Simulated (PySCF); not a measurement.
Sn(F)(I)3, SMILES [F][Sn]([I])([I])[I] (FI3Sn) at its B3LYP/def2-SVP optimised geometry (Å):

```
5

F     -1.3850    -2.0586    -1.6793
Sn    -0.8383    -1.2496     0.0000
I     -1.8624     1.2496     0.0000
I     -1.8773    -2.8021     1.9509
I      1.8624    -1.2496     0.0000
```

Method: PySCF with B3LYP/def2-TZVP, def2 effective core potentials past Kr. The core electrons that the potentials of I, Sn replace are not part of the density. Cells within 0.4 Å of a nucleus heavier than hydrogen are left out (blank, or x).

Map of the log10 of the electron density (e/bohr³), floored at −4 on the plane z = 0.0 Å:

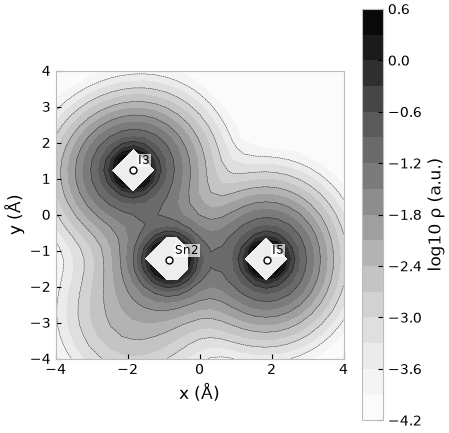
Figure: Log10 of the electron density (e/bohr³), floored at −4 on the plane z = 0.0 Å.
